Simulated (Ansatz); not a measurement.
**CH4AlNO (SMILES C1[NH][AlH][O]1) at PBE0/def2-SVPD**

What is the energy change on altering one bond length of CH4AlNO at PBE0/def2-SVPD? 

Program for the calculation: Ansatz 0.2.0.

93 further runs of the same task are left out: 93 set aside as unsound or not needed.

### 1 Starting point

CH4AlNO: 8 atoms, total charge 0, spin state singlet. As SMILES, `C1[NH][AlH][O]1`. The coordinates come from a PBE0-D4/def2-TZVP relaxation.

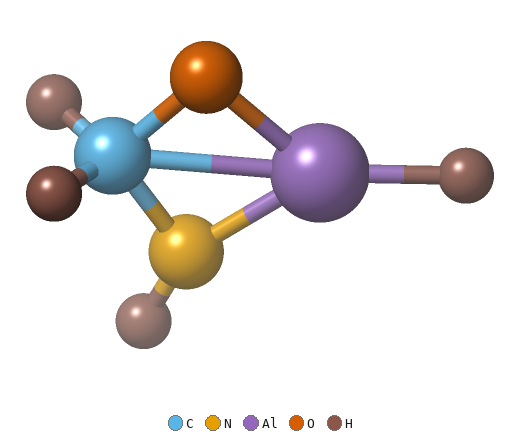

The structure, seen from a chosen angle (carbon blue, nitrogen amber, aluminium purple, oxygen orange, hydrogen brown).

### 2 A single-point energy at PBE0/def2-SVPD

input.yaml

```yaml
crystal:
  periodic: [false, false, false]
  atoms:
    - symbol: C
      position_ang: [-0.254000, 0.762000, -0.440000]
    - symbol: N
      position_ang: [0.576900, 0.253100, 0.654700]
    - symbol: Al
      position_ang: [0.036100, -1.359500, 0.209100]
    - symbol: O
      position_ang: [-0.820500, -0.429100, -0.975000]
    - symbol: H
      position_ang: [0.332400, 1.276900, -1.213500]
    - symbol: H
      position_ang: [-1.052500, 1.431000, -0.090700]
    - symbol: H
      position_ang: [1.107700, 0.887000, 1.221500]
    - symbol: H
      position_ang: [0.166000, -2.878600, 0.578000]
basis:
  gaussian: {orbitals: def2-SVPD}
hamiltonian: {xc: {name: PBE0}}
accuracy: high
output: {orbitals: {seedname: orbitals}}
```

Run with:

```sh
$ ansatz run input.yaml --threads 1 --pin off --max-ram 3480MiB --events-out events.jsonl --progress --plain --runs-dir runs
```

Output:

```text
Warning: RAYON_NUM_THREADS=1 ignored (pool sized by the plan → 1); use --threads N
Functional definition: PBE0
  name "PBE0"
  parameter a = 0.25
  parameter kappa = 0.804
  parameter beta = 0.06672455060314922
  exchange = (1 - a)*pbe_x(kappa = kappa, mu = beta*pi^2/3) + a*exact_x
  correlation = pbe_c(beta = beta)
2397 factors; integrals over basis functions are off by at most 3.4e-9 eV
mean field evaluation 1: about -11214.8369 eV, gradient 6.4e1 eV
mean field evaluation 2: about -11192.9204 eV, gradient 1.2e2 eV
mean field evaluation 4: about -11223.2566 eV, gradient 6.1e0 eV
mean field evaluation 8: about -11223.4689 eV, gradient 3.2e-1 eV
mean field evaluation 16: about -11223.4690 eV, gradient 2.1e-5 eV
mean field -11223.46902770 eV, -412.4548792274 hartree, gradient 5.1e-8 eV, S^2 0.000000; 0 other end points of the search recorded, 0 dependent functions left out
reference -11223.46903109 eV, -412.4548793518 hartree; 19, 19 occupied and 100, 100 virtual orbitals, 2397 factors
Total energy: -11223.46903109 eV, -412.4548793518 hartree
```

Wall time 9.3 s (1 thread of Arm Neoverse V2, shared host); peak memory 0.44 GiB.

### 3 The distorted shape

input.yaml

```yaml
crystal:
  periodic: [false, false, false]
  atoms:
    - symbol: C
      position_ang: [-0.357916, 1.977233, -0.735109]
    - symbol: N
      position_ang: [0.472984, 1.468333, 0.359591]
    - symbol: Al
      position_ang: [-0.067816, -0.144267, -0.086009]
    - symbol: O
      position_ang: [-0.924416, 0.786133, -1.270109]
    - symbol: H
      position_ang: [0.228484, 2.492133, -1.508609]
    - symbol: H
      position_ang: [-1.156416, 2.646233, -0.385809]
    - symbol: H
      position_ang: [1.003784, 2.102233, 0.926391]
    - symbol: H
      position_ang: [0.166000, -2.878600, 0.578000]
basis:
  gaussian: {orbitals: def2-SVPD}
hamiltonian: {xc: {name: PBE0}}
accuracy: high
output: {orbitals: {seedname: orbitals}}
```

Run with:

```sh
$ ansatz run input.yaml --threads 1 --pin off --max-ram 3480MiB --events-out events.jsonl --progress --plain --runs-dir runs
```

Output:

```text
Warning: RAYON_NUM_THREADS=1 ignored (pool sized by the plan → 1); use --threads N
Functional definition: PBE0
  name "PBE0"
  parameter a = 0.25
  parameter kappa = 0.804
  parameter beta = 0.06672455060314922
  exchange = (1 - a)*pbe_x(kappa = kappa, mu = beta*pi^2/3) + a*exact_x
  correlation = pbe_c(beta = beta)
2408 factors; integrals over basis functions are off by at most 3.5e-9 eV
mean field evaluation 1: about -11211.4945 eV, gradient 6.5e1 eV
mean field evaluation 2: about -11150.3551 eV, gradient 1.5e2 eV
mean field evaluation 4: about -11218.3708 eV, gradient 1.7e1 eV
mean field evaluation 8: about -11220.3700 eV, gradient 1.3e0 eV
mean field evaluation 16: about -11220.3755 eV, gradient 3.0e-4 eV
mean field -11220.37545709 eV, -412.3411926044 hartree, gradient 1.7e-8 eV, S^2 0.000000; 0 other end points of the search recorded, 0 dependent functions left out
reference -11220.37546092 eV, -412.3411927453 hartree; 19, 19 occupied and 100, 100 virtual orbitals, 2408 factors
Total energy: -11220.37546092 eV, -412.3411927453 hartree
```

Wall time 10 s (1 thread of Arm Neoverse V2, shared host); peak memory 0.44 GiB.

### 4 What came out

At PBE0/def2-SVPD:

| quantity | value |
| --- | --- |
| first shape: total energy | -412.45488 Eh |
| first shape: HOMO energy | -6.91 eV |
| first shape: LUMO energy | -0.43 eV |
| first shape: HOMO–LUMO gap | 6.48 eV |
| distorted shape: total energy | -412.34119 Eh |
| distorted shape: HOMO energy | -7.27 eV |
| distorted shape: LUMO energy | -3.15 eV |
| distorted shape: HOMO–LUMO gap | 4.12 eV |
| energy change with the Al3–H8 bond stretched from 1.569 to 2.824 Å | 3.094 eV |

With the Al3–H8 bond stretched from 1.569 to 2.824 Å the energy rises by 3.09 eV (298 kJ/mol). The first shape isn't relaxed at this level, so the change isn't measured from a minimum.
